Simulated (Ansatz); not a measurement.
```yaml
atoms:
  - { symbol: N, position_ang: [-1.4232, 0.0099, 1.0047] }
  - { symbol: C, position_ang: [-0.3355, -0.2530, 0.4077] }
  - { symbol: Si, position_ang: [0.7066, -1.6864, 1.0737] }
  - { symbol: C, position_ang: [0.1678, 0.5245, -0.7958] }
  - { symbol: N, position_ang: [-0.6368, 1.6978, -1.0564] }
  - { symbol: H, position_ang: [-1.8734, 0.8046, 0.5297] }
  - { symbol: H, position_ang: [1.9682, -1.1497, 1.6560] }
  - { symbol: H, position_ang: [1.0888, -2.5896, -0.0483] }
  - { symbol: H, position_ang: [-0.0561, -2.4331, 2.0987] }
  - { symbol: H, position_ang: [1.2387, 0.7349, -0.6501] }
  - { symbol: H, position_ang: [0.1164, -0.1460, -1.6612] }
  - { symbol: H, position_ang: [-0.3260, 2.4916, -0.5130] }
  - { symbol: H, position_ang: [-0.6152, 1.9595, -2.0308] }
```

Geometry: PBE0-D4/def2-TZVP.

All numbers below come from RKS PBE0-D4/def2-TZVPP in Ansatz 0.2.0.

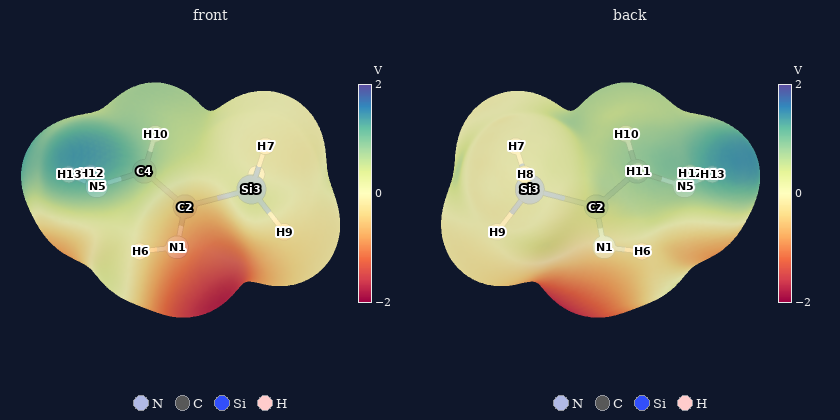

C$_{2}$H$_{8}$N$_{2}$Si (SMILES N=C([SiH3])CN). The electrostatic potential painted on the density surface at 0.001 e/bohr³, seen from the front and from behind; the colour scale runs from red (negative) to blue (positive).

> Where is the surface potential most negative and most positive?

The most negative region (about −1.8 V, or −42 kcal/mol for a unit charge) lies over N1, the most positive (about +1.5 V, or +35 kcal/mol for a unit charge) over H12 and H13. N1 is the likeliest acceptor of a hydrogen bond.
